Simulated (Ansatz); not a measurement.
## Electronic structure of C$_{2}$H$_{4}$FNOSi in real space

```xyz
10

N    -0.7947   -1.7189    0.1428
Si   -0.1840   -0.1886    0.5899
F    -0.4138   -0.0735    2.2048
C    -0.3196    1.2608   -0.5292
C     1.0488    1.2133   -0.5213
O     1.5296    0.1931    0.2782
H    -0.7480   -2.5226    0.7718
H    -0.8536   -1.9921   -0.8390
H    -0.9890    1.9471   -1.0562
H     1.8075    1.8301   -1.0387
```

Method: Ansatz, RKS revPBE-D4/def2-SVP.

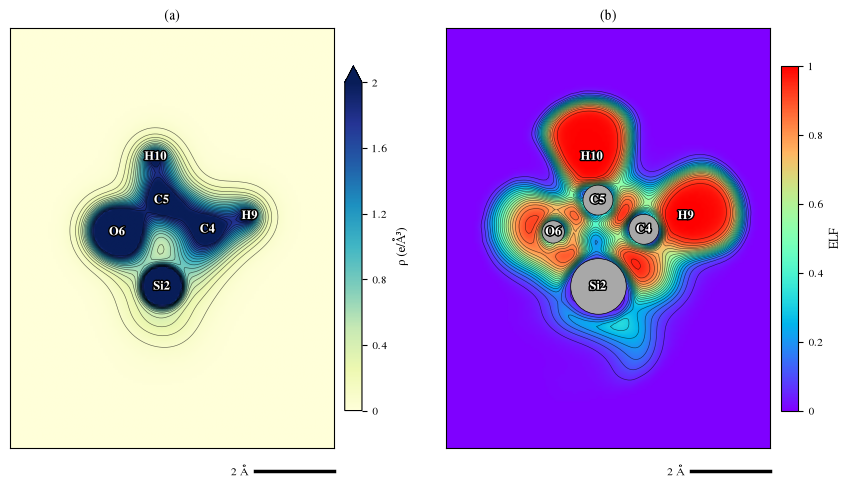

Figure 1. (a) total electron density; (b) electron localisation function on the plane of atoms C4, Si2 and O6. Grey discs cover the atomic cores in the ELF map.

### What does the map show?

The plane passes through Si, C, O and H nuclei.
C–C (1.37 Å): the density is about 2.1 e/Å³ at the midpoint; the ELF peaks at about 0.95 between the atoms (a covalent bond).
C–O (1.38 Å): the density is about 2.2 e/Å³ at the midpoint, with its minimum of 1.9 e/Å³ about 0.5 Å from C; the ELF peaks at about 0.85 between the atoms, as expected for a shared but strongly polarised pair.
Si–O (1.78 Å): the density is about 0.89 e/Å³ at the midpoint; the ELF peaks at about 0.90 between the atoms, as expected for a polar covalent bond.
C–Si (1.84 Å): ρ is about 0.95 e/Å³ halfway; the ELF peaks at about 0.90 between the atoms: a covalent bond.
The ELF also peaks beside O6, away from the bonds: lone-pair regions.

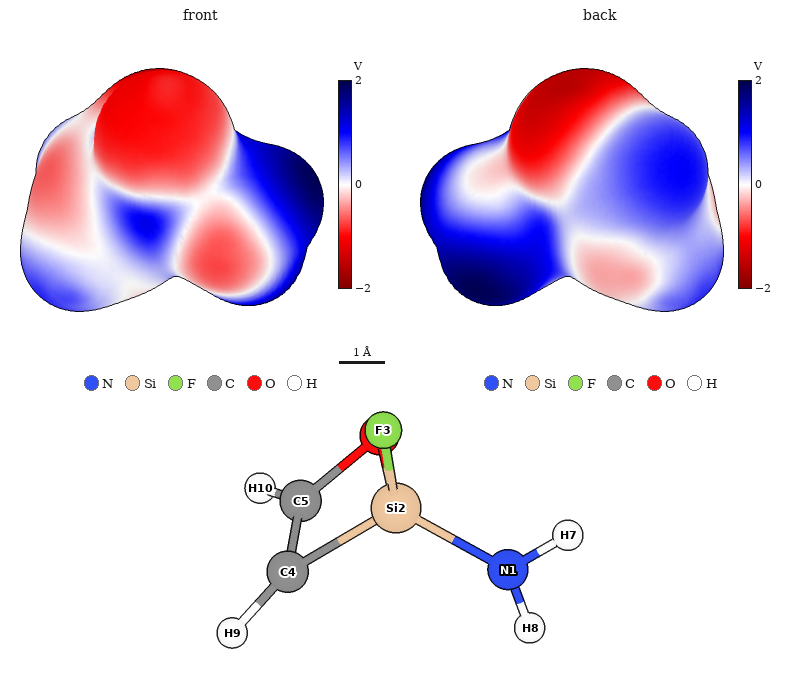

Figure 2. The molecular electrostatic potential painted on the density surface at 0.002 e/bohr³, seen from the front and from behind; the colour scale runs from red (negative) to blue (positive). The bare structure is drawn below in the same view.

### Which sites attract a positive test charge, and which a negative one?

A positive charge is drawn to the negative regions and a negative charge to the positive ones. The most negative region (about −1.5 V, or −35 kcal/mol for a unit charge) lies over O6, the most positive (about +1.9 V, or +44 kcal/mol for a unit charge) over H7 and H8. O6 is the likeliest acceptor of a hydrogen bond.

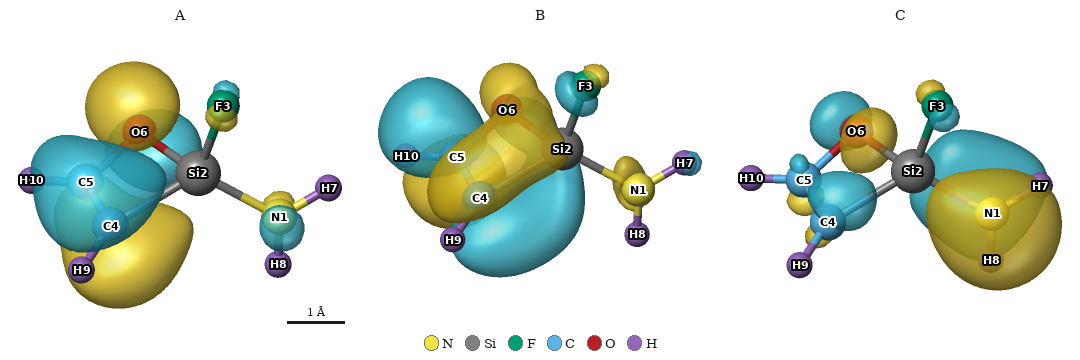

Figure 3. Three frontier orbitals at ±0.1 Å⁻³ᐟ² (yellow and cyan are the two phases), in no order.

### Which picture is the HOMO−1, the HOMO and the LUMO?

C is the HOMO−1 (−6.53 eV). It lies mainly on N1 (about 65 %) and O6 (about 5 %); largely a lone pair of N1. A is the HOMO (−5.41 eV). It lies mainly on C4 (about 35 %), O6 (about 35 %) and C5 (about 15 %). B is the LUMO (−1.12 eV). By Hirshfeld shares it lies mainly on C5 (about 40 %), C4 (about 25 %), Si2 (about 15 %) and O6 (about 10 %).

### What is the HOMO–LUMO gap?

4.29 eV between the orbital energies.

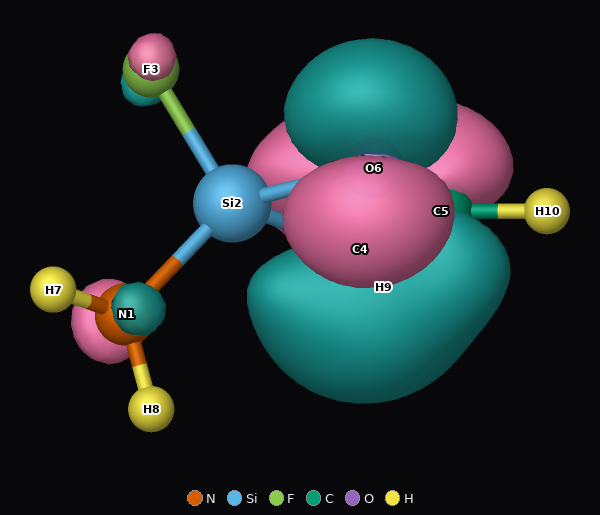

Figure 4. The HOMO at ±0.1 Å⁻³ᐟ² (teal and pink are the two phases), seen at an oblique angle.

### Where does this orbital lie, and at what energy?

Its weight (Hirshfeld) is mainly on C4 (about 35 %), O6 (about 35 %) and C5 (about 15 %). Its energy is −5.41 eV.
